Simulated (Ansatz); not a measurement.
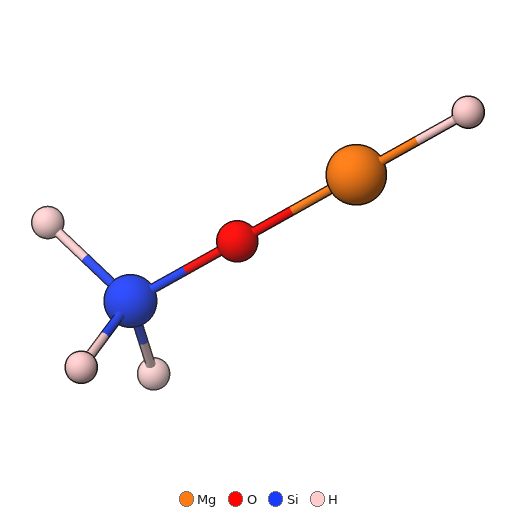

Description:

It has 7 atoms: 4 hydrogen, 1 magnesium, 1 oxygen and 1 silicon (H4MgOSi). SMILES: `[MgH][O][SiH3]`. Among its groups: Si–H bond, Si–O bond. The point group is C3v. Coordination: 1 Mg linear; 1 O linear; 1 Si tetrahedral.

The parts below concern this one geometry. Atoms keep their numbers from picture to picture. The computed structure is the end point of a PBE0-D4/def2-TZVP optimisation.

Vibrations

Harmonic vibrations computed with RKS PBE0-D4/def2-TZVP (Ansatz 0.2.0) at a stationary point of the same level.

**How many vibrational modes are there, and where do they lie?**

15 modes: 79, 80, 326, 326, 509, 735, 735, 958, 958, 999, 1098, 1671, 2179, 2179, 2193 cm⁻¹.

Charges

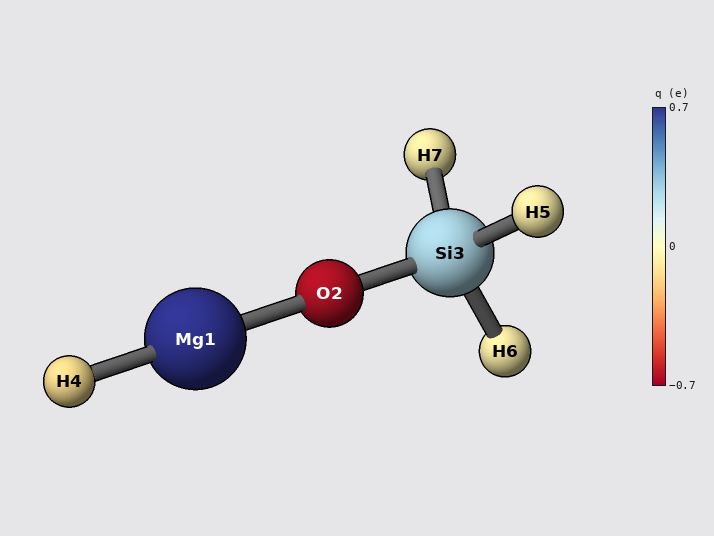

Atoms are coloured by their Mulliken charges. Properties computed with RKS PBE0-D4/def2-TZVP (Ansatz 0.2.0).

Give the Mulliken charges atom by atom.

```json
{"atom": "Mg1", "value (e)": "0.70"}
{"atom": "O2", "value (e)": "−0.64"}
{"atom": "Si3", "value (e)": "0.26"}
{"atom": "H4", "value (e)": "−0.13"}
{"atom": "H5", "value (e)": "−0.06"}
{"atom": "H6", "value (e)": "−0.06"}
{"atom": "H7", "value (e)": "−0.06"}
```

Electronic properties

Method: RKS BLYP-D4/def2-TZVPP (Ansatz 0.2.0).

**What is the HOMO energy (Kohn–Sham orbital)?**

−6.54 eV.

**Estimate the dispersion correction.**

−24.2 kJ/mol.

**Give the LUMO energy (Kohn–Sham orbital) at this level.**

−1.66 eV.

Thermal motion

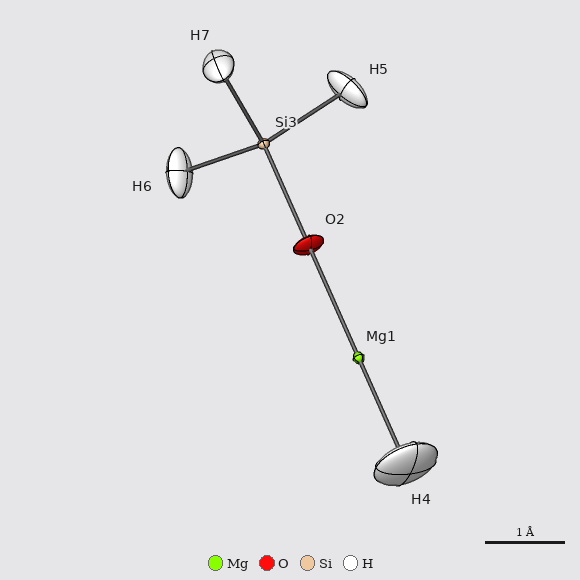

Displacement ellipsoids at the 50 % level, from the internal vibrations of the free molecule (harmonic, no overall translation or rotation; no half-axis is drawn under 0.075 Å). Vibrations computed with RKS PBE0-D4/def2-TZVP (Ansatz 0.2.0). Temperature: 100 K.

**Which atom has the largest mean-square displacement?**

H4, with U_eq = 0.0553 Å².

**Does H4 move more along its bond or across it?**

Across it: the root-mean-square amplitude is 0.102 Å along the bond and up to 0.279 Å across, since bending and torsion are softer than stretching.

List U_eq and the three principal root-mean-square amplitudes for each kind of atom.

```
      atom  U_eq (Å²)   rms amplitudes (Å)
       Mg1     0.0013  0.029, 0.038, 0.038
        O2     0.0118  0.028, 0.132, 0.132
       Si3    0.00081  0.023, 0.031, 0.031
        H4     0.0553  0.102, 0.279, 0.279
H5, H6, H7     0.0234  0.089, 0.134, 0.210
```

Mulliken values depend strongly on the basis set and can even reverse the polarity of a bond.
